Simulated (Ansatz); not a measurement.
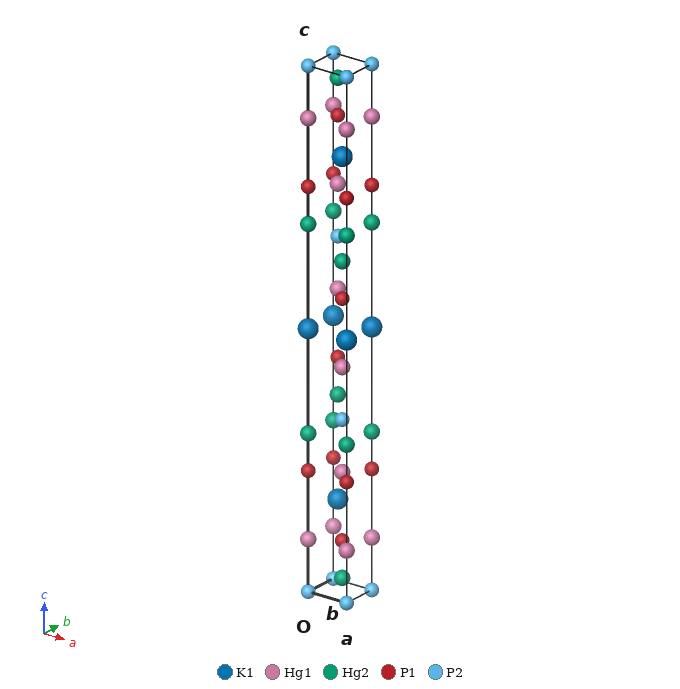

Crystal: KHg₄P₃, the end point of a relaxation with Ansatz, DFT, PAW plane waves, r2scan; the starting structure was generated, so it need not be a known form of this composition. One unit cell; atoms that symmetry makes equivalent share a colour (atoms on faces, edges and corners are repeated). Geometry calculated from the standardised cell; symmetry tolerance 0.002 Å.

a = 4.371 Å, b = 4.371 Å, c = 36.815 Å, α = 90.00°, β = 90.00°, γ = 120.00°; space group R-3m (No. 166, hexagonal axes).

One atom of each site: K1 (2/3, 1/3, 5/6); Hg1 (1/3, 2/3, 0.766); Hg2 (1/3, 2/3, 0.968); P1 (1/3, 2/3, 0.897); P2 (0, 0, 0).

Give the multiplicity, Wyckoff letter and site symmetry of each site.

Answer.
| site | Wyckoff | symmetry |
| --- | --- | --- |
| K1 | 3b | -3m |
| Hg1 | 6c | 3m |
| Hg2 | 6c | 3m |
| P1 | 6c | 3m |
| P2 | 3a | -3m |

How many free positional parameters does the structure have?

Answer. 3: K1 0, Hg1 1, Hg2 1, P1 1, P2 0.
